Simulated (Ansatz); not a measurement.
**Beryllium, dhcp under BLYP: from relaxation to bulk modulus**

Aim: take beryllium in the dhcp structure, relax it, solve it on a dense k-mesh, then scale the cell to 7 volumes from 88 to 112 % of the relaxed one and try a fit of the equation of state. Spin polarisation is left out. The k-meshes are 16×16×5 for the relaxation; 21×21×6 for the dense run; 18×18×5 for the volumes.

Computed with Ansatz 0.2.0 (DFT BLYP, plane waves (420 eV) with PAW, scalar-relativistic; PAW files made under PBE, frozen cores solved again for the functional, unless a step says otherwise).

**1. The system as given**

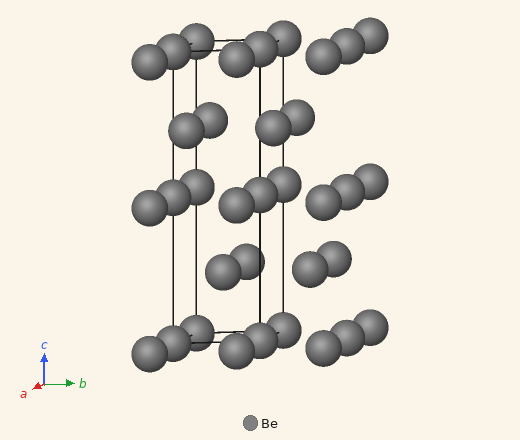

The structure, seen slightly off an axis (beryllium grey). 2×2×1 cells are drawn. Any atoms on the faces are drawn again on the opposite ones.

Structure file:

```cif
data_structure
_symmetry_space_group_name_H-M 'P 1'
_symmetry_Int_Tables_number 1
_cell_length_a 2.2554
_cell_length_b 2.2554
_cell_length_c 7.3662
_cell_angle_alpha 90.000
_cell_angle_beta 90.000
_cell_angle_gamma 120.000
_cell_volume 32.45
loop_
_atom_site_label
_atom_site_type_symbol
_atom_site_fract_x
_atom_site_fract_y
_atom_site_fract_z
_atom_site_occupancy
Be1 Be 0.00000 0.00000 0.00000 1
Be2 Be 0.00000 0.00000 0.50000 1
Be3 Be 0.33333 0.66667 0.25000 1
Be4 Be 0.66667 0.33333 0.75000 1
```

**2. Relaxing cell and atoms**

input.yaml reads:

```yaml
crystal:
  lattice:
    - [2.2554104699, 0.0, 0.0]
    - [-1.127705235, 1.9532427629, 0.0]
    - [0.0, 0.0, 7.3661705948]
  atoms:
    - { symbol: Be, position: [0.0, 0.0, 0.0] }
    - { symbol: Be, position: [0.0, 0.0, 0.5] }
    - { symbol: Be, position: [0.3333333333, 0.6666666667, 0.25] }
    - { symbol: Be, position: [0.6666666667, 0.3333333333, 0.75] }
hamiltonian:
  xc: blyp
  pseudopotentials:
    kind: paw
    azcp:
      Be: "pseudopotentials/Be.paw.azcp"
basis:
  ecutwfc: 420
  fft_grid_basis: typed
kpoints:
  mp_grid: { grid: [16, 16, 5], shift: [0, 0, 0] }
magnetization:
  spin_polarized: false
scf:
  occupations: { method: fermi_dirac, width: 0.1 }
relax:
  max_steps: 60
  f_tol: 0.01
  cell: {}
output:
  write_density: true
  write_potential: true
  elf: true
  volumetric_format: npy
```

The log of the run (excerpt; [...] marks lines left out):

```text
Warning: RAYON_NUM_THREADS=2 ignored (pool sized by the plan → 2); use --threads N
[...]
Pseudopotentials: kind: paw
Pseudopotential: Be, paw, valence charge 2, recommended cutoff 420 eV (normal), <dir>
Functional definition: BLYP
[...]
Crystal: 4 atoms, lattice volume = 32.451 Å³
Basis set: ecut = 420 eV, 637 PW (Γ), exchange–correlation on 32×32×100 points (8 copies of the dense FFT grid, shifted against one another)
Bands: 8, of which v1, the nominal top of the filled ones, is band 4 counted from 1 (3 counted from 0)
Symmetry: 24 space group operations
Space group: P63/mmc (ITA 194), of the structure as read, at distance tolerance 3.2e-5 Å
k-points: 90 of 1280
[...]
SCF iter   1: F=—  HF=-371.355789 eV  |F-HF|=—  |Δ(HF+E_count)|=         —  Δρ=3.78e-3  dr2=3.98e-3  ethr=1.77e-3  ⟨swp⟩=5.3  Hψ=5336  notcnv=0
[...]
relax step   1: F+E_penalty+E_count = -371.35550790 eV  Δ(F+E_penalty+E_count) = +0.000e0 eV  max|allowed force component| = 2.035e-16 eV/Å  Δτ_max = 0.0000 Å  P = -2.954 GPa  Ω = 32.451 Å³  (6 SCF iters, dr2 threshold 1.00e-7 eV, accepted)
[...]
relax step   4: F+E_penalty+E_count = -371.38283196 eV  Δ(F+E_penalty+E_count) = -5.039e-5 eV  max|allowed force component| = 5.274e-16 eV/Å  Δτ_max = 0.0000 Å  P = -0.002 GPa  Ω = 31.680 Å³  energy of the carried Pulay correction = +2.354e-4 eV  (3 SCF iters, dr2 threshold 1.51e-7 eV, accepted)
[...]
SCF converged after 4 iterations
Free energy (F): -371.382648 eV
[...]
E sigma→0 (E₀):  -371.379124 eV
Entropy (-TS):   -0.007049 eV (-1.762 meV/atom)
Fermi energy:    8.606288 eV
[...]
--- Forces (eV/Å), atoms counted from 1 ---
  atom   1  Be     0.00000000     0.00000000    -0.00000000
  atom   2  Be    -0.00000000    -0.00000000     0.00000000
  atom   3  Be     0.00000000     0.00000000    -0.00000000
  atom   4  Be    -0.00000000    -0.00000000     0.00000000
[...]
--- Stress (GPa, compression-positive) ---
       -0.011521       0.000000       0.000000
        0.000000      -0.011521      -0.000000
        0.000000      -0.000000      -0.012671
  P = ⅓ Tr σ = -0.0119 GPa (-0.119 kbar)
--- Band table (eV; the first three rows and the last of 90) ---
  k-point 0: bands = ["-2.7114", "-0.5990", "-0.5735", "4.0627", "9.5723", "18.9693", "18.9768", "24.4730"]
[...]
--- Relaxed structure (4 steps of the walk, 4 accepted, 1 SCFs on fresh bases) ---
  F+E_penalty+E_count = -371.38264843 eV   max|allowed force component| = 3.331e-16 eV/Å   (the final SCF, on the basis selected at the relaxed cell)
  cell:  # Å, volume = 31.6801 Å³
    - [2.2594386332758556, 2.8918997477827002e-11, -1.0615564117654866e-18]
    - [-1.1297193166629724, 1.9567312546944233, 5.30778205894516e-19]
    - [-3.467043240871634e-18, 2.253530266003467e-32, 7.165644517452089]
  atoms:
    - { symbol: Be, position: [-3.270999449493737e-34, 1.479025020121565e-34, 2.9958506927623293e-35] }
    - { symbol: Be, position: [-5.7777898331617076e-34, 4.930083401052407e-35, 0.5] }
    - { symbol: Be, position: [0.33333333333333337, 0.6666666666666669, 0.25] }
    - { symbol: Be, position: [0.6666666666666669, 0.3333333333333333, 0.7500000000000001] }
```

It took 4 s on 2 threads of an x86-64 CPU, shared host; peak memory 0.38 GiB.

The steps of the relaxation:

```
step  energy change (meV/atom)  largest force (eV/Å)  pressure (GPa)  volume (Å³/atom)
   1                      0.00                0.0000           -2.95             8.113
   2                     -6.56                0.0000           -1.06             7.990
   3                     -6.82                0.0000           -0.15             7.930
   4                     -6.83                0.0000            0.00             7.920
   5                     -6.79                0.0000           -0.01             7.920
```

Steps that repeat a cell are solved on a basis chosen anew, so their changes of energy are no gain of the relaxation.

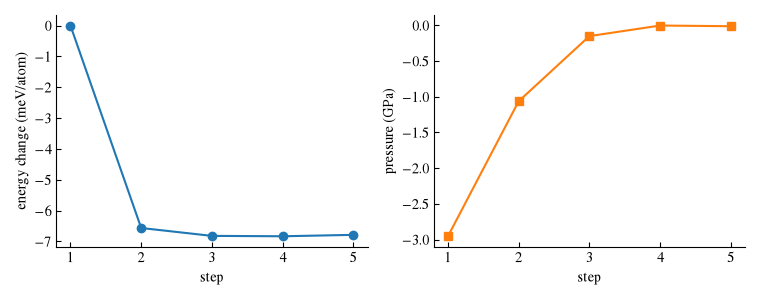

Energy and pressure over the accepted steps.

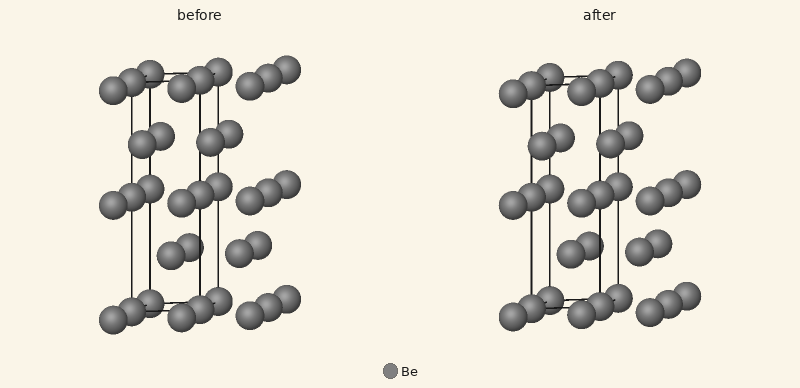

Start and end of the relaxation side by side. The cells drawn are those of the first picture.

Changes in the cell that was computed:

|  | before | after | change |
| --- | --- | --- | --- |
| a (Å) | 2.255 | 2.259 | +0.2 % |
| b (Å) | 2.255 | 2.259 | +0.2 % |
| c (Å) | 7.366 | 7.166 | -2.7 % |
| volume (Å³/atom) | 8.113 | 7.920 | -2.4 % |
| shortest distance (Å) | 2.255 | 2.216 | -1.7 % |
| space group (spins left aside) | P6_3/mmc | P6_3/mmc | same |

**3. Single point on a dense mesh**

input.yaml reads:

```yaml
crystal:
  lattice:
    - [2.2594386333, 0.0, 0.0]
    - [-1.1297193167, 1.9567312547, 0.0]
    - [0.0, 0.0, 7.1656445175]
  atoms:
    - { symbol: Be, position: [1.0, 0.0, 0.0] }
    - { symbol: Be, position: [1.0, 0.0, 0.5] }
    - { symbol: Be, position: [0.3333333333, 0.6666666667, 0.25] }
    - { symbol: Be, position: [0.6666666667, 0.3333333333, 0.75] }
hamiltonian:
  xc: blyp
  pseudopotentials:
    kind: paw
    azcp:
      Be: "pseudopotentials/Be.paw.azcp"
basis:
  ecutwfc: 420
  fft_grid_basis: typed
kpoints:
  mp_grid: { grid: [21, 21, 6], shift: [0, 0, 0] }
magnetization:
  spin_polarized: false
scf:
  occupations: { method: fermi_dirac, width: 0.1 }
```

The log of the run (excerpt; [...] marks lines left out):

```text
Warning: RAYON_NUM_THREADS=2 ignored (pool sized by the plan → 2); use --threads N
[...]
[... 3 set-up lines as earlier in the session ...]
[...]
Crystal: 4 atoms, lattice volume = 31.680 Å³
Basis set: ecut = 420 eV, 635 PW (Γ), exchange–correlation on 32×32×96 points (8 copies of the dense FFT grid, shifted against one another)
Bands: 8, of which v1, the nominal top of the filled ones, is band 4 counted from 1 (3 counted from 0)
[... 2 set-up lines as earlier in the session ...]
k-points: 192 of 2646
[...]
SCF iter   1: F=—  HF=-371.374107 eV  |F-HF|=—  |Δ(HF+E_count)|=         —  Δρ=3.86e-3  dr2=4.13e-3  ethr=1.77e-3  ⟨swp⟩=5.3  Hψ=11369  notcnv=0
[...]
SCF iter   6: F=-371.373785 eV  HF=-371.373785 eV  |F-HF|=1.12e-9  |Δ(HF+E_count)|=   2.02e-8  Δρ=1.58e-6  dr2=3.08e-10  ethr=7.33e-11  ⟨swp⟩=1.0  Hψ=4630  notcnv=0
[...]
SCF converged after 6 iterations
Free energy (F): -371.373785 eV
[...]
E sigma→0 (E₀):  -371.368517 eV
Entropy (-TS):   -0.010536 eV (-2.634 meV/atom)
Fermi energy:    8.681725 eV
[...]
```

Wall time 1.6 s (2 threads of an x86-64 CPU, shared host); peak memory 0.37 GiB.

**4. Equation of state: 88 %**

input.yaml, as its differences from that of step 3:

```diff
@@ -2,5 +2,5 @@
   lattice:
-    - [2.2594386333, 0.0, 0.0]
-    - [-1.1297193167, 1.9567312547, 0.0]
-    - [0.0, 0.0, 7.1656445175]
+    - [2.1651838267, 0.0, 0.0]
+    - [-1.0825919134, 1.8751041977, 0.0]
+    - [0.0, 0.0, 6.8667222859]
   atoms:
@@ -20,3 +20,3 @@
 kpoints:
-  mp_grid: { grid: [21, 21, 6], shift: [0, 0, 0] }
+  mp_grid: { grid: [18, 18, 5], shift: [0, 0, 0] }
 magnetization:
@@ -25 +25,8 @@
   occupations: { method: fermi_dirac, width: 0.1 }
+  lower_state_search: "off"
+output:
+  stress: true
+  write_density: true
+  write_potential: true
+  elf: true
+  volumetric_format: npy
```

The log of the run (excerpt; [...] marks lines left out):

```text
Warning: RAYON_NUM_THREADS=2 ignored (pool sized by the plan → 2); use --threads N
[...]
[... 3 set-up lines as earlier in the session ...]
[...]
Crystal: 4 atoms, lattice volume = 27.879 Å³
Basis set: ecut = 420 eV, 563 PW (Γ), exchange–correlation on 30×30×96 points (8 copies of the dense FFT grid, shifted against one another)
Bands: 8, of which v1, the nominal top of the filled ones, is band 4 counted from 1 (3 counted from 0)
[... 1 set-up line as earlier in the session ...]
Space group: P63/mmc (ITA 194), of the structure as read, at distance tolerance 3.0e-5 Å
k-points: 111 of 1620
[...]
SCF iter   1: F=—  HF=-371.168401 eV  |F-HF|=—  |Δ(HF+E_count)|=         —  Δρ=3.87e-3  dr2=3.31e-3  ethr=1.77e-3  ⟨swp⟩=5.4  Hψ=6648  notcnv=0
[...]
SCF iter   6: F=-371.168281 eV  HF=-371.168281 eV  |F-HF|=6.27e-10  |Δ(HF+E_count)|=   1.21e-8  Δρ=1.32e-6  dr2=1.71e-10  ethr=4.83e-11  ⟨swp⟩=3.9  Hψ=3903  notcnv=0
[...]
SCF converged after 6 iterations
Free energy (F): -371.168281 eV
[...]
E sigma→0 (E₀):  -371.163554 eV
Entropy (-TS):   -0.009453 eV (-2.363 meV/atom)
Fermi energy:    9.966355 eV
[...]
--- Stress (GPa, compression-positive) ---
       17.786818       0.000000       0.000000
        0.000000      17.786818       0.000000
        0.000000       0.000000      21.414404
  P = ⅓ Tr σ = 18.9960 GPa (189.960 kbar)
--- Band table (eV; the first three rows and the last of 111) ---
  k-point 0: bands = ["-2.1717", "0.0342", "0.0655", "4.8232", "11.2846", "21.3146", "21.3220", "27.4418"]
[...]
```

Wall time 1.4 s (2 threads of an x86-64 CPU, shared host); peak memory 0.37 GiB.

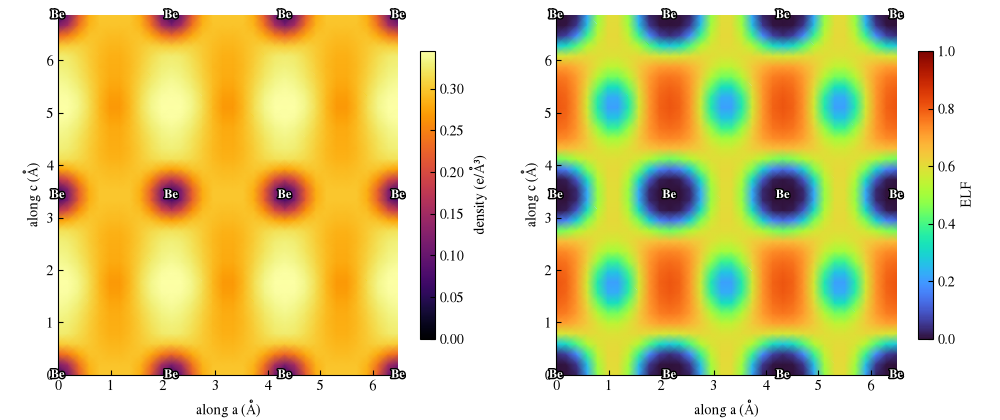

Density (left) and ELF (right) in a lattice plane of the grid's cell (edges 2.17 and 6.87 Å, at 1.000 of the third edge), which holds Be. Only atoms in the plane are labelled. Both are smooth fields of the valence electrons: close to the nuclei they are not physical.

The highest ELF values outside the cores: 0.81 between the atoms, 1.3 Å from Be.

[end of part 1 of 2]
